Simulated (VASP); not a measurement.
# SnO (Romarchite) with rev-vdW-DF2: from relaxation to properties, part 2 of 5

Wanted: the relaxed cell of SnO (Romarchite) and its properties. The start is a cell from a database of measured crystal structures.

VASP 6.6.1; rev-vdW-DF2; plane waves and PAW (Sn_d, O).

So far, gap on the k-mesh (eV): step 2 (relaxing cell and atoms (rev-vdW-DF2)) 0.655. The relaxed cell has a = 3.845, c = 4.862 Å (conventional setting).

## 3. Second relaxation

A relaxation keeps the plane waves of the cell it began with, so it is repeated from the new cell, on a basis made for it.

Contents of INCAR:

```
SYSTEM = SnO
PREC = Accurate
ENCUT = 520
EDIFF = 1E-06
NELM = 100
ISMEAR = 0
SIGMA = 0.05
LREAL = .FALSE.
ALGO = Normal
GGA = MK
AGGAC = 0
LUSE_VDW = .TRUE.
PARAM1 = 0.1234
PARAM2 = 0.711357
ZAB_VDW = -1.8867
LASPH = .TRUE.
NBANDS = 26
LORBIT = 11
LWAVE = .FALSE.
LCHARG = .FALSE.
KPAR = 4
IBRION = 2
NSW = 60
ISIF = 3
EDIFFG = -0.01
```

Contents of POSCAR:

```
SnO
1.0
    3.8453305450      0.0000000000      0.0000000000
    0.0000000000      3.8453305450      0.0000000000
    0.0000000000      0.0000000000      4.8623809990
Sn O
2 2
Direct
    0.5000000000      0.0000000000      0.2386411685
    0.0000000000      0.5000000000      0.7613588315
    0.0000000000      0.0000000000      0.0000000000
    0.5000000000      0.5000000000      0.0000000000
```

Contents of KPOINTS:

```
Automatic mesh
0
Gamma
5 5 4
0 0 0
```

Potentials, in the order of the species: Sn_d and O (PBE family, release 64).

Run with:

```
$ mpirun -np 4 vasp_std
```

The log of the run:

```text
[banner, memory and clock lines left out]
running    4 mpi-ranks, on    1 nodes
 distrk:  each k-point on    1 cores,    4 groups
 distr:  one band on    1 cores,    1 groups

 POSCAR found type information on POSCAR SnO
 POSCAR found :  2 types and       4 ions
 [... a notice as in an earlier step ...]

 [... a notice as in an earlier step ...]

 LDA part: xc-table for (Slater+PW92), standard interpolation
 POSCAR, INCAR and KPOINTS ok, starting setup
 FFT: planning ... GRIDC
 FFT: planning ... GRID_SOFT
 FFT: planning ... GRID
 WAVECAR not read
 entering main loop
       N       E                     dE             d eps       ncg     rms          rms(c)
DAV:   1     0.419757898315E+03    0.41976E+03   -0.20309E+04   958   0.237E+03
DAV:   2     0.456906438488E+02   -0.37407E+03   -0.36286E+03   960   0.543E+02
DAV:   3    -0.154669527435E+02   -0.61158E+02   -0.59997E+02  1140   0.189E+02
DAV:   4    -0.182651894426E+02   -0.27982E+01   -0.27839E+01  1084   0.436E+01
DAV:   5    -0.183303640242E+02   -0.65175E-01   -0.65134E-01  1080   0.725E+00    0.117E+01
DAV:   6    -0.145956653479E+02    0.37347E+01   -0.19779E+01  1532   0.495E+01    0.498E+00
DAV:   7    -0.145662074498E+02    0.29458E-01   -0.23357E+00  1128   0.943E+00    0.249E+00
DAV:   8    -0.145495437242E+02    0.16664E-01   -0.38197E-01  1242   0.427E+00    0.843E-01
DAV:   9    -0.145372309876E+02    0.12313E-01   -0.73801E-02  1438   0.265E+00    0.245E-01
DAV:  10    -0.145386332514E+02   -0.14023E-02   -0.11202E-02  1392   0.950E-01    0.181E-01
DAV:  11    -0.145379810749E+02    0.65218E-03   -0.31105E-03  1418   0.520E-01    0.222E-02
DAV:  12    -0.145380256191E+02   -0.44544E-04   -0.41507E-04   984   0.117E-01    0.323E-02
DAV:  13    -0.145380219180E+02    0.37010E-05   -0.18074E-05  1450   0.425E-02    0.139E-02
DAV:  14    -0.145380210304E+02    0.88767E-06   -0.69550E-06  1170   0.186E-02
   1 F= -.14538021E+02 E0= -.14538021E+02  d E =-.145380E+02
 curvature:   0.00 expect dE= 0.000E+00 dE for cont linesearch  0.000E+00
 trial: gam= 0.00000 g(F)=  0.541E-06 g(S)=  0.399E-05 ort = 0.000E+00 (trialstep = 0.100E+01)
 search vector abs. value=  0.453E-05
 reached required accuracy - stopping structural energy minimisation
```

Elapsed: 28 s, on 4 MPI ranks of Intel Xeon 6975P-C (Granite Rapids), shared host; peak memory 1.5 GiB; 1.8 min of CPU time.

From OUTCAR (step 3):

```text
  LATTYP: Found a simple tetragonal cell.
 ALAT       =     3.8453305450
 C/A-ratio  =     1.2644897343

 Found     18 irreducible k-points:

   dimension x,y,z NGX =    30 NGY =   30 NGZ =   36
   dimension x,y,z NGXF=    60 NGYF=   60 NGZF=   72

   ENCUT  =  520.0 eV  38.22 Ry    6.18 a.u.   7.15  7.15  9.04*2*pi/ulx,y,z

   NELECT =      40.0000    total number of electrons

 E-fermi :   6.8170

 k-point     1 :       0.0000    0.0000    0.0000
  band No.  band energies     occupation
    ...
     16       0.6551      2.00000
     17       3.3681      2.00000
     18       3.6542      2.00000
     19       3.6542      2.00000
     20       6.5829      2.00000
     21       8.7029      0.00000
     22      11.0215      0.00000
     23      11.2610      0.00000
     24      11.2610      0.00000
     25      12.3068      0.00000
    ...

 k-point     2 :       0.2000    0.0000    0.0000
  band No.  band energies     occupation
    ...
     16       0.9063      2.00000
     17       2.8888      2.00000
     18       3.3213      2.00000
     19       3.3760      2.00000
     20       6.4077      2.00000
     21       9.6340      0.00000
     22       9.6828      0.00000
     23      11.4994      0.00000
     24      11.5699      0.00000
     25      11.7486      0.00000
    ...

Total vdW correction in eV:      6.7767767

  Total        0.0015879      0.0015879     -0.0180471      0.0000000      0.0000000      0.0000000
  in kB        0.0353843      0.0353843     -0.4021630      0.0000000      0.0000000      0.0000000
  external PRESSURE =      -0.1104648 kB  Pullay stress =       0.0000000 kB

  energy-cutoff  :      520.00
  volume of cell :       71.90
      direct lattice vectors                 reciprocal lattice vectors
     3.845330545  0.000000000  0.000000000     0.260055667  0.000000000  0.000000000
     0.000000000  3.845330545  0.000000000     0.000000000  0.260055667  0.000000000
     0.000000000  0.000000000  4.862380999     0.000000000  0.000000000  0.205660560

 POSITION                                       TOTAL-FORCE (eV/Angst)
 -----------------------------------------------------------------------------------
      1.92267      0.00000      1.16036        -0.000000      0.000000      0.002368
      0.00000      1.92267      3.70202         0.000000      0.000000     -0.002368
      0.00000      0.00000      0.00000         0.000000     -0.000000      0.000000
      1.92267      1.92267      0.00000         0.000000      0.000000      0.000000
 -----------------------------------------------------------------------------------
    total drift:                                0.000000      0.000000      0.000000

  FREE ENERGIE OF THE ION-ELECTRON SYSTEM (eV)
  ---------------------------------------------------
  free  energy   TOTEN  =       -14.5380210304 eV

  energy  without entropy=      -14.5380210304  energy(sigma->0) =      -14.53802103

Total vdW correction in eV:      6.7768333

 total charge
# of ion       s       p       d       tot
------------------------------------------
    1        1.257   0.774  10.067  12.098
    2        1.257   0.774  10.067  12.098
    3        1.571   3.422   0.000   4.992
    4        1.571   3.422   0.000   4.992
--------------------------------------------------
tot          5.654   8.391  20.135  34.180

[... 5 parts as in an earlier step ...]

[... 6 further parts left out ...]
```

CONTCAR:

```
SnO
   1.00000000000000
     3.8453305449999999    0.0000000000000000    0.0000000000000000
     0.0000000000000000    3.8453305449999999    0.0000000000000000
     0.0000000000000000    0.0000000000000000    4.8623809990000000
  Sn              O
     2     2
Direct
     0.5000000000000000    0.0000000000000000    0.2386411685000027
     0.0000000000000000    0.5000000000000000    0.7613588314999973
     0.0000000000000000    0.0000000000000000    0.0000000000000000
     0.5000000000000000    0.5000000000000000    0.0000000000000000
```

Little changed from the start: no atom moved by 0.005 Å and no cell edge by 0.1 %.

Numbers from this step:

* Fermi energy: 6.817 eV
* pressure: -0.01105 GPa
* SCF cycles over all ionic steps: 14
* gap on the k-mesh: 0.6553 eV

It ends with a largest force of 0.002 eV/Å and a pressure of -0.01 GPa. The volume moved by under 0.01 %: the run met its threshold at the first step.

## 4. Density, ELF and potential (rev-vdW-DF2)

The relaxed cell gets a fresh self-consistent run, on a basis set for its own volume, to fix the density and to check the remaining stress.

INCAR: that of step 3 with these lines changed.

```diff
@@ -19,7 +19,5 @@
 LWAVE = .FALSE.
-LCHARG = .FALSE.
-KPAR = 4
-IBRION = 2
-NSW = 60
-ISIF = 3
-EDIFFG = -0.01
+LCHARG = .TRUE.
+ISIF = 2
+LELF = .TRUE.
+LVHAR = .TRUE.
```

POSCAR is that of step 3.

KPOINTS is that of step 3.

Run with:

```
$ mpirun -np 4 vasp_std
```

The log of the run:

```text
[banner, memory and clock lines left out]
running    4 mpi-ranks, on    1 nodes
 distrk:  each k-point on    4 cores,    1 groups
 distr:  one band on    1 cores,    4 groups

 POSCAR found type information on POSCAR SnO
 POSCAR found :  2 types and       4 ions
 [... a notice as in an earlier step ...]

 [... a notice as in an earlier step ...]

 LDA part: xc-table for (Slater+PW92), standard interpolation
|                                                                             |
|           W    W    AA    RRRRR   N    N  II  N    N   GGGG   !!!           |
|           W    W   A  A   R    R  NN   N  II  NN   N  G    G  !!!           |
|           W    W  A    A  R    R  N N  N  II  N N  N  G       !!!           |
|           W WW W  AAAAAA  RRRRR   N  N N  II  N  N N  G  GGG   !            |
|           WW  WW  A    A  R   R   N   NN  II  N   NN  G    G                |
|           W    W  A    A  R    R  N    N  II  N    N   GGGG   !!!           |
|                                                                             |
|     The number of bands has been changed from the values supplied in        |
|     The orbitals not found in the WAVECAR file will be initialized with     |
|     random numbers, which is usually adequate. For correlated               |
|     calculations, however, you should redo the groundstate calculation.     |
|     I found NBANDS = 26. Now, NBANDS = 28.                                  |
|                                                                             |

 POSCAR, INCAR and KPOINTS ok, starting setup
 FFT: planning ... GRIDC
 FFT: planning ... GRID_SOFT
 FFT: planning ... GRID
 WAVECAR not read
 entering main loop
       N       E                     dE             d eps       ncg     rms          rms(c)
DAV:   1     0.435352099422E+03    0.43535E+03   -0.20056E+04  1040   0.219E+03
DAV:   2     0.481168266145E+02   -0.38724E+03   -0.37254E+03  1048   0.549E+02
DAV:   3    -0.151612092289E+02   -0.63278E+02   -0.61714E+02  1148   0.182E+02
DAV:   4    -0.182598710754E+02   -0.30987E+01   -0.30844E+01  1160   0.433E+01
DAV:   5    -0.183294962919E+02   -0.69625E-01   -0.69620E-01  1108   0.718E+00    0.117E+01
DAV:   6    -0.146060707538E+02    0.37234E+01   -0.17781E+01  1624   0.460E+01    0.503E+00
DAV:   7    -0.145667691970E+02    0.39302E-01   -0.22258E+00  1204   0.881E+00    0.245E+00
DAV:   8    -0.145463326205E+02    0.20437E-01   -0.30793E-01  1196   0.361E+00    0.791E-01
DAV:   9    -0.145373071890E+02    0.90254E-02   -0.47518E-02  1580   0.209E+00    0.238E-01
DAV:  10    -0.145384601383E+02   -0.11529E-02   -0.75764E-03  1392   0.764E-01    0.154E-01
DAV:  11    -0.145379938097E+02    0.46633E-03   -0.21264E-03  1520   0.405E-01    0.161E-02
DAV:  12    -0.145380227256E+02   -0.28916E-04   -0.25701E-04  1024   0.920E-02    0.237E-02
DAV:  13    -0.145380216319E+02    0.10937E-05   -0.11027E-05  1280   0.273E-02    0.634E-03
DAV:  14    -0.145380210779E+02    0.55407E-06   -0.19282E-06   776   0.967E-03
   1 F= -.14538021E+02 E0= -.14538021E+02  d E =-.118462E-15
```

Wall time 11 s (4 MPI ranks); peak memory 0.91 GiB; 40 s of CPU time.

OUTCAR, selected parts (step 4):

```text
 Found     18 irreducible k-points:

   k-points           NKPTS =     18   k-points in BZ     NKDIM =     18   number of bands    NBANDS=     28

   NELECT =      40.0000    total number of electrons

 E-fermi :   6.8498

 k-point     1 :       0.0000    0.0000    0.0000
  band No.  band energies     occupation
    ...
     16       0.6551      2.00000
     17       3.3681      2.00000
     18       3.6542      2.00000
     19       3.6542      2.00000
     20       6.5829      2.00000
     21       8.7029      0.00000
     22      11.0215      0.00000
     23      11.2611      0.00000
     24      11.2611      0.00000
     25      12.3068      0.00000
    ...

 k-point     2 :       0.2000    0.0000    0.0000
  band No.  band energies     occupation
    ...
     16       0.9063      2.00000
     17       2.8888      2.00000
     18       3.3214      2.00000
     19       3.3760      2.00000
     20       6.4077      2.00000
     21       9.6340      0.00000
     22       9.6828      0.00000
     23      11.4994      0.00000
     24      11.5699      0.00000
     25      11.7486      0.00000
    ...

Total vdW correction in eV:      6.7767594

  Total       -0.0005786     -0.0005786     -0.0199760      0.0000000      0.0000000      0.0000000
  in kB       -0.0128937     -0.0128937     -0.4451465      0.0000000      0.0000000      0.0000000
  external PRESSURE =      -0.1569780 kB  Pullay stress =       0.0000000 kB

 POSITION                                       TOTAL-FORCE (eV/Angst)
 -----------------------------------------------------------------------------------
      1.92267      0.00000      1.16036        -0.000000      0.000000      0.002373
      0.00000      1.92267      3.70202         0.000000      0.000000     -0.002373
      0.00000      0.00000      0.00000         0.000000     -0.000000      0.000000
      1.92267      1.92267      0.00000         0.000000      0.000000      0.000000
 -----------------------------------------------------------------------------------
    total drift:                                0.000000      0.000000      0.000000

  FREE ENERGIE OF THE ION-ELECTRON SYSTEM (eV)
  ---------------------------------------------------
  free  energy   TOTEN  =       -14.5380210779 eV

  energy  without entropy=      -14.5380210779  energy(sigma->0) =      -14.53802108

Total vdW correction in eV:      6.7768156

[... 9 parts as in an earlier step ...]

[... 5 further parts left out ...]
```

Numbers from this step:

```
SCF cycles   : 14
bands        : 28
Fermi energy : 6.850 eV
pressure     : -0.01570 GPa
```

Valence electrons inside each PAW sphere by angular momentum. Sphere charges, by row:

| atom | s (e) | p (e) | d (e) | tot (e) |
| --- | --- | --- | --- | --- |
| Sn1 | 1.257 | 0.774 | 10.07 | 12.1 |
| Sn2 | 1.257 | 0.774 | 10.07 | 12.1 |
| O3 | 1.571 | 3.422 | 0 | 4.992 |
| O4 | 1.571 | 3.422 | 0 | 4.992 |

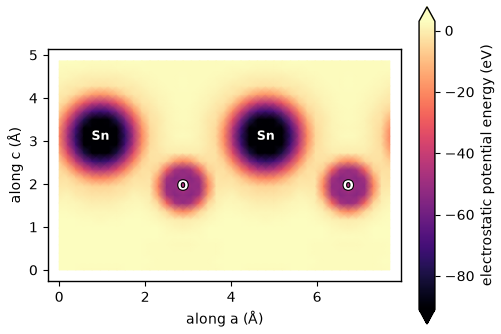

Electrostatic potential energy in the ac plane at fractional y = 0.000, with atoms of Sn and O within 0.2 Å of it. With pseudopotentials it is smooth inside the atoms' cores, unlike the true potential. The map starts off the cell's origin, so that atoms lie inside it.

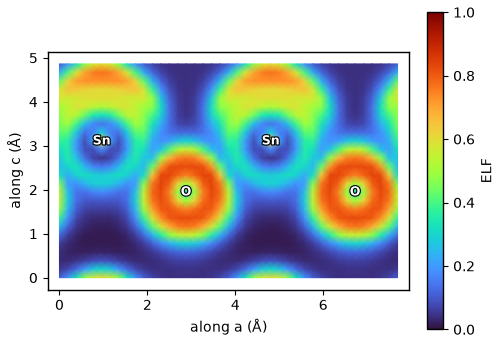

ELF in the ac plane at fractional y = 0.000, with atoms of Sn and O within 0.2 Å of it. It is the smooth field of the valence electrons, not physical close to the nuclei. The map starts off the cell's origin, so that atoms lie inside it.

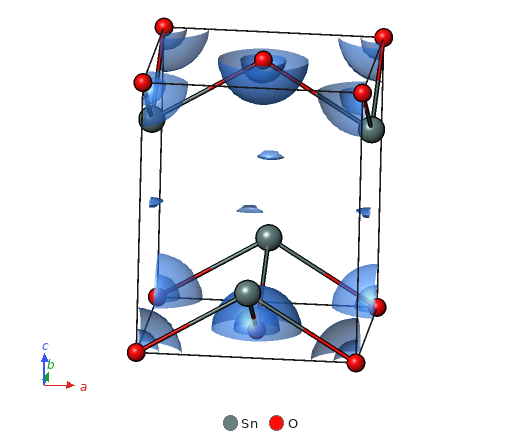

Surface of ELF = 0.76.

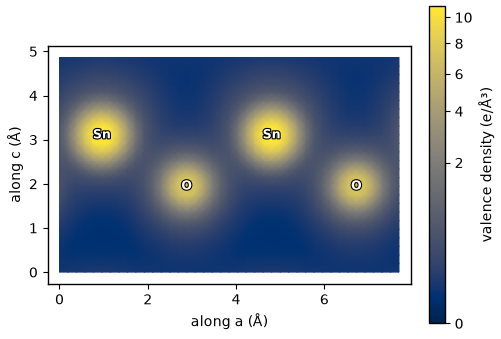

Valence density in the ac plane at fractional y = 0.000, with atoms of Sn and O within 0.2 Å of it. It is the smooth field of the valence electrons, not physical close to the nuclei. The map starts off the cell's origin, so that atoms lie inside it. The colour scale is stretched toward low values.

In this run the pressure is -0.02 GPa, small enough to go on.

(Continued in part 3 of 5.)

[Lines on the potential files, build, host, timing and source positions are cut from VASP's logs without a mark.]

[Logs are printed without paths, hosts, clocks, repeated set-up lines and the standing remarks that a program may print on its own settings, such as how far it seeks lower states.]

[Hosts, paths, dates, database ids (printed as entryN), source tags and the programs' standing remarks are cut or masked in the printed files.]

[A measured line is paired with the nearest computed mode of its activity, which favours agreement.]
